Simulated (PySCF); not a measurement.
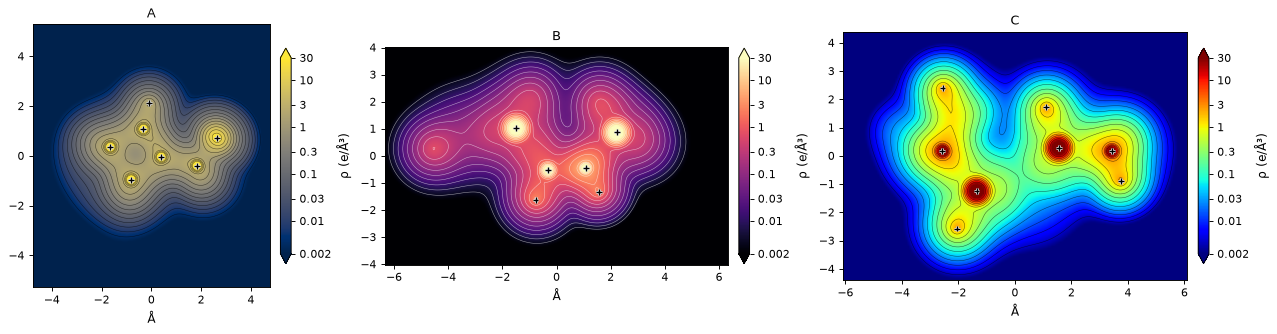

The electron density of 3 systems, each on a plane through atoms (crosses mark nuclei in the plane).

Computed with PySCF 2.14.0, PBE0/pcSseg-1, SCF density, gas phase, non-relativistic.

System 1: C₄H₁₄Si₄, the plane of atoms Si2, C1 and H10. Geometry: PBE0-D3(BJ)/def2-SVP.

```xyz
22

C    -3.8605    0.1102   -0.5397
Si   -1.9988   -0.1765   -0.4687
Si   -0.5627    1.6533   -0.0331
Si    0.8466    0.1723    1.1596
C     2.0829   -0.6376    0.0064
C     1.8395   -0.7068   -1.4824
C     2.9140    0.1819   -0.9511
Si   -1.0580   -1.1995    1.4471
H    -4.3979   -0.8480   -0.6084
H    -4.1980    0.6331    0.3675
H    -4.1292    0.7225   -1.4142
H    -1.5228   -0.8996   -1.6939
H    -1.2351    2.5816    0.9341
H    -0.0041    2.4604   -1.1652
H     1.5123    0.6970    2.3942
H     2.5881   -1.5121    0.4336
H     2.1307   -1.6244   -2.0004
H     0.9356   -0.2428   -1.8905
H     2.7528    1.2642   -0.9837
H     3.9551   -0.1173   -1.1005
H    -0.8818   -2.6863    1.4726
H    -1.8367   -0.7875    2.6617
```

System 2: C₈H₉F, the plane of atoms C5, C6 and C9. Geometry: GFN2-xTB.

```xyz
18

C     1.7926    1.4700   -0.6700
C     1.2602    0.1681   -0.2075
C     1.4096   -1.1137   -0.5392
C     0.4122   -1.6175    0.4814
C    -1.0271   -1.5560    0.0191
C    -1.1799   -0.2752    0.3524
C    -2.2506    0.7452    0.2354
F    -3.3847    0.2222   -0.3362
C     0.2344   -0.1213    0.8747
H     2.5175    1.3251   -1.4673
H     2.2736    1.9971    0.1541
H     0.9815    2.0991   -1.0373
H     1.9749   -1.6406   -1.2838
H     0.7106   -2.3934    1.1764
H    -1.6525   -2.2871   -0.4547
H    -2.5418    1.1352    1.2200
H    -1.9290    1.5795   -0.4024
H     0.3898    0.2697    1.8733
```

System 3: BH₁₀NSi₃ (SMILES [SiH3]NB[SiH2][SiH3]), the plane of atoms Si1, N2 and B3. Geometry: GFN2-xTB.

```yaml
atoms:
  - { symbol: Si, position_ang: [-2.7759, -0.2564, 0.1988] }
  - { symbol: N, position_ang: [-1.6798, 0.9207, -0.4873] }
  - { symbol: B, position_ang: [-0.3257, 0.9011, -0.8287] }
  - { symbol: Si, position_ang: [0.8576, -0.6366, -0.5421] }
  - { symbol: Si, position_ang: [3.0509, -0.0886, -0.0279] }
  - { symbol: H, position_ang: [-2.9551, 0.0649, 1.6186] }
  - { symbol: H, position_ang: [-2.2240, -1.5894, 0.0001] }
  - { symbol: H, position_ang: [-4.0391, -0.0843, -0.5267] }
  - { symbol: H, position_ang: [-2.1551, 1.7952, -0.6738] }
  - { symbol: H, position_ang: [0.0986, 1.8908, -1.3180] }
  - { symbol: H, position_ang: [0.9177, -1.5074, -1.7399] }
  - { symbol: H, position_ang: [0.4082, -1.5881, 0.5007] }
  - { symbol: H, position_ang: [3.7209, -1.0308, 0.8726] }
  - { symbol: H, position_ang: [3.9222, -0.0024, -1.2047] }
  - { symbol: H, position_ang: [3.1740, 1.2193, 0.6307] }
```

Match each panel to its system.

Panel A is system 2, C₈H₉F: the plane holds C, F and H. C–C (1.33 Å): ρ at the midpoint is about 2.3 e/Å³. Panel B is system 3, BH₁₀NSi₃: the plane holds Si, N, B and H. B–N (1.40 Å): ρ is about 1.9 e/Å³ halfway. Panel C is system 1, C₄H₁₄Si₄: the plane holds C, Si and H. C–Si (1.87 Å): ρ is about 0.93 e/Å³ halfway.
